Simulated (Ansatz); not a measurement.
The figure comes from a scan of Sn (beta-Sn type, space group I4_1/amd): the cell is scaled evenly about its relaxed volume V₀. Level of theory: r2SCAN (plane waves to 500 eV, PAW, scalar-relativistic; Ansatz, a quantum-chemistry and plane-wave program). k mesh 17×17×17 (Γ-centred), Fermi-Dirac smearing 0.05 eV. E stands for the smeared free energy. Sn was relaxed with its symmetry unable to fall. The zero of ΔE is the relaxed starting cell.

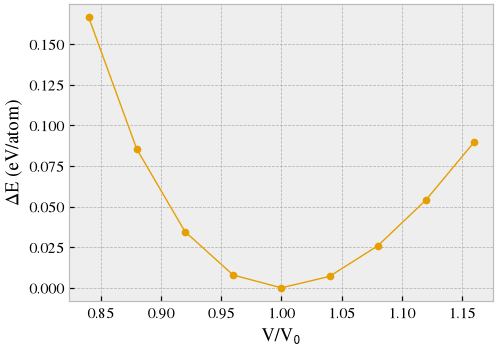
Figure: ΔE (eV/atom) against V/V₀; computed points joined by lines.

Problem. Turn the plot into a table (rounded to what can be read).

Solution. To the nearest 0.005:

```csv
V/V₀,ΔE (eV/atom)
0.840,0.165
0.880,0.085
0.920,0.035
0.960,0.010
1.000,0.000
1.040,0.005
1.080,0.025
1.120,0.055
1.160,0.090
```

(A scan under strain: stresses follow from slopes of the energy per volume, elastic moduli from its curvatures.)
